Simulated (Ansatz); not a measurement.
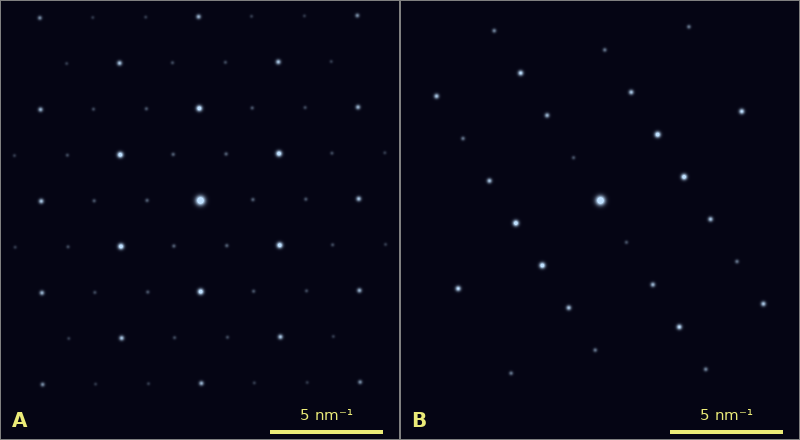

Kinematic electron diffraction patterns (200 kV, B = 0.5 Å², same scale, each along a low-index zone) of two structures of composition ScNb2, each relaxed at zero pressure with DFT PBE, scalar-relativistic, plane waves, PAW in Ansatz 0.2.0. The runs are not spin-polarised.

The structures (standard cells):
1. I4_1/amd (No. 141), a = 3.760 Å, c = 17.812 Å, 12 atoms; generated start, possibly hypothetical
2. P6/mmm (No. 191), a = 4.849 Å, c = 2.925 Å (hexagonal axes), 3 atoms; generated start, possibly hypothetical

Which pattern belongs to which structure, and along which zone?

A is structure 2 along [001]: hexagonal net of 1 -1 0 (weak) at d = 4.20 Å and 1 0 0 (weak) at d = 4.20 Å, 60.0° apart (some points of this net are extinct or too weak to see). B is structure 1 along [110] or an equivalent direction: centred rectangular net of 0 0 4 (weak) at d = 4.45 Å and 1 -1 2 at d = 2.55 Å, 73.4° apart (some points of this net are extinct or too weak to see).

Which structure lies lowest at this level of theory, and by how much?

Structure 2 (P6/mmm, 19.86 Å³ an atom) is the lowest of these; structure 1 (I4_1/amd, 20.98 Å³ an atom) lies about 410 meV an atom higher. These are static energies at 0 K; other structures, not shown, may lie lower still.
